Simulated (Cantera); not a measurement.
Charge: 1 mol SiF₄, a varied amount of H₂O, held at 1273 K and 0.00133 bar.

Equilibrium computed with Cantera from the NASA thermochemical tables; the gas is ideal and each condensed phase is pure. Candidate condensed phases: H₂O, Si, SiO₂; 38 gas species. The tables hold silica as quartz up to 1696 K and as liquid above; real silica turns to tridymite and cristobalite and melts near 1996 K. The numbers say what is thermodynamically allowed, not how fast it happens.

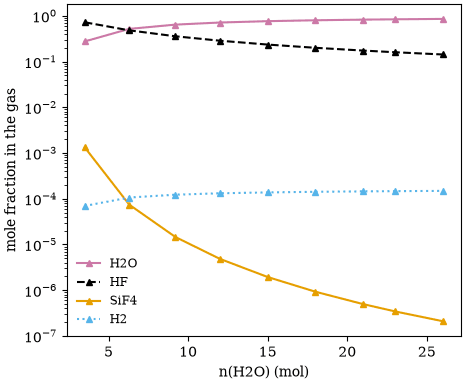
Figure: Equilibrium gas composition (values under 1e-9 drawn at 1e-9)

From 3.5 mol H₂O to 26 mol H₂O the condensed part is SiO₂(β-quartz). The main Si-bearing gas is SiF₄ throughout.
